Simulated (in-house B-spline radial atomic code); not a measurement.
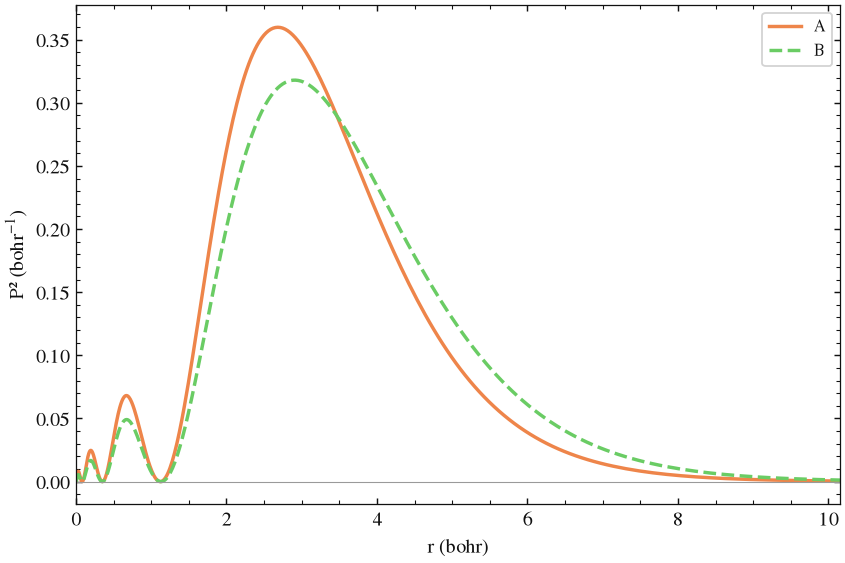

A free Cr atom in [Ar] 3d5 4s1 (high spin) was computed by two methods: Hartree-Fock; LDA (VWN5). Both runs are scalar-relativistic, spin-polarised and spherical. Computed with an in-house B-spline radial code.

The plot shows P² of the 4s up orbital in both runs.

> Assign A and B.

A is LDA (VWN5) (⟨r⟩ = 3.30 bohr, eigenvalue −4.63 eV); B is Hartree-Fock (⟨r⟩ = 3.63 bohr, eigenvalue −6.16 eV).
